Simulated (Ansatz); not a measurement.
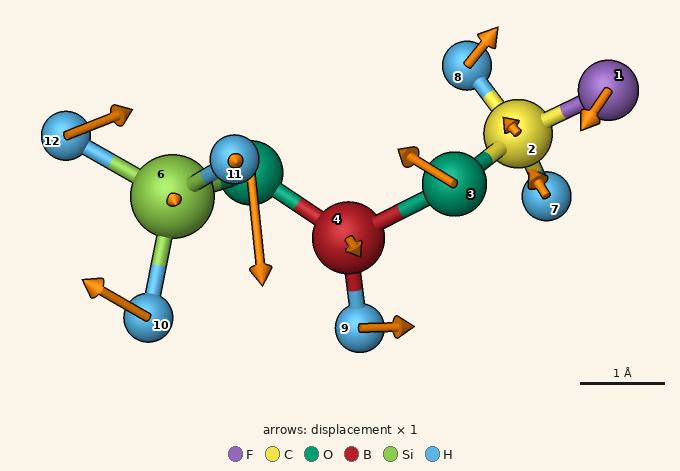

This is a relaxation of CH$_{6}$BFO$_{2}$Si (coarse preliminary run). The starting structure is drawn; orange arrows show the displacements, at their true length. The two geometries are superimposed by the best rigid fit.

A ball-and-stick model, seen at a tilt.

The start comes from a force field.

Level of theory: Ansatz 0.2.0, RKS PBE-D4/def2-SVP. Set-up: force threshold 0.03 eV/Å; at most 200 steps.

Q: Which element moves most?

A: Oxygen: up to 1.50 Å, against 1.04 Å for hydrogen.

Q: What did the optimiser do to the structure, and how much energy did it gain?

A: After 23 accepted moves (24 points after the start) the energy has fallen by 38.4 kcal/mol. The largest force component goes from 4.1 to 0.023 eV/Å. The line search rejected the trial step at point 18 of the run. The largest move after the best rigid fit is that of an O atom, 1.50 Å. By element the largest moves are O 1.50 Å, H 1.04 Å, F 0.68 Å, B 0.30 Å, C 0.29 Å, Si 0.19 Å. Near-neighbour distances that change, for instance: B–O 1.580 → 1.381 Å, B–H 1.163 → 1.217 Å, B–O 1.411 → 1.358 Å, C–F 1.326 → 1.373 Å. Among the angles between lasting bonds that change: B–O–Si 106.8° → 127.7°, C–O–B 107.0° → 121.0°, O–B–H 116.1° → 121.1°. Groups turn about O–Si by about 120°, B–O by about 95°, C–O by about 90°. The run took 38 s on 4 threads of Arm Neoverse V1 (shared host).
